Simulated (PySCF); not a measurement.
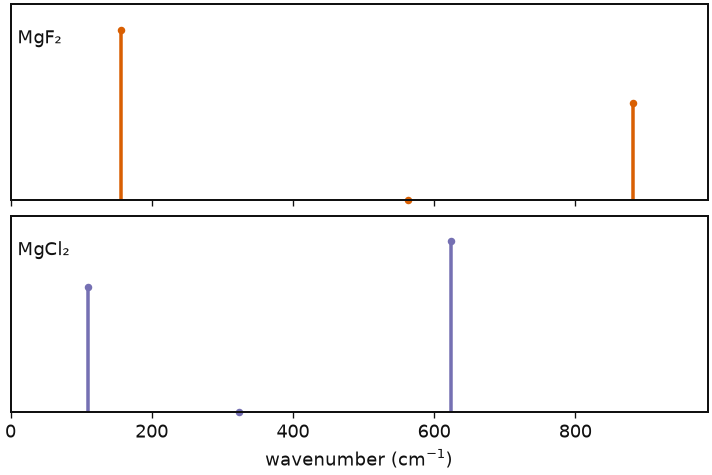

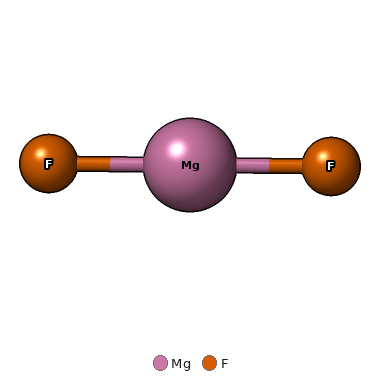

Harmonic infrared lines of MgF₂ and MgCl₂, all D∞h singlets, each the lowest point that its search found (MgF₂ is drawn); the ligand atom changes down one group of the periodic table. PBE0/def2-TZVP, PySCF 2.14.0, unscaled, no spin-orbit coupling; each panel is scaled to its strongest line, degenerate modes are one line with their intensities summed, and dots on the axis are modes too weak to show or inactive.

Question: How do the bond length and the stretches change along the series?

Answer: Mean bond length: MgF₂ 1.746, MgCl₂ 2.170 Å, rising down the group. Highest σu+ mode: MgF₂ 882, MgCl₂ 623 cm⁻¹, falling down the group.

Question: Give the modes by symmetry (cm⁻¹).

Answer:
```
symmetry   MgF₂  MgCl₂
      πu  156.5  109.3
     σg+  563.7  324.3
     σu+  881.8  623.5
```
